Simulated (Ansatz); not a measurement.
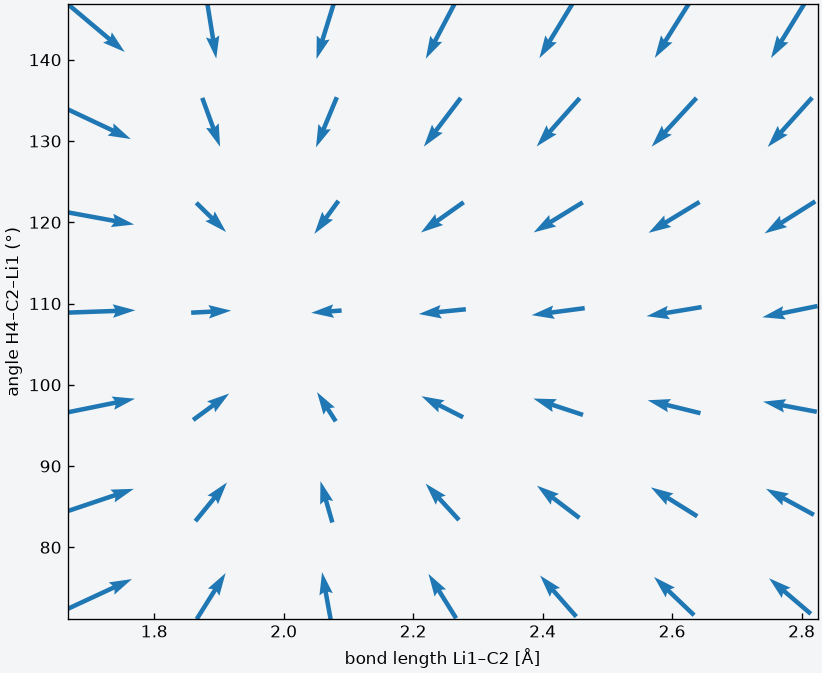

C₂H₅Li, SMILES [Li][CH2]C. The first coordinate is: bond length Li1–C2; the second: angle H4–C2–Li1. Nothing is relaxed (all other coordinates rigid). The scan uses a 7 × 7 grid. Points are written as (first, second). All numbers below come from Ansatz 0.2.0, RKS wB97X-V/def2-TZVP.

Drawn: arrows along the force (downhill), their lengths compressed.

Question: The arrows alone are given. Where is the energy lowest?

Answer: The arrows converge at about (1.986 Å, 109°) (read from the interpolated surface).

The energy map of the same scan:

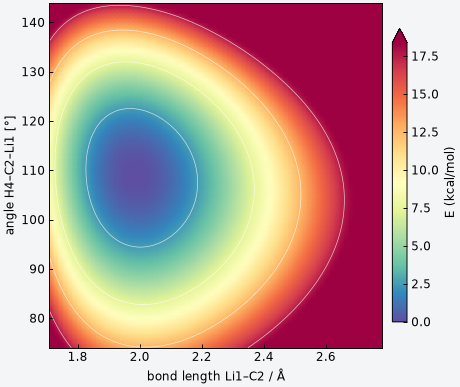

Energies are in kcal/mol, from the relaxed molecule at the same level; between grid points the surface is interpolated.
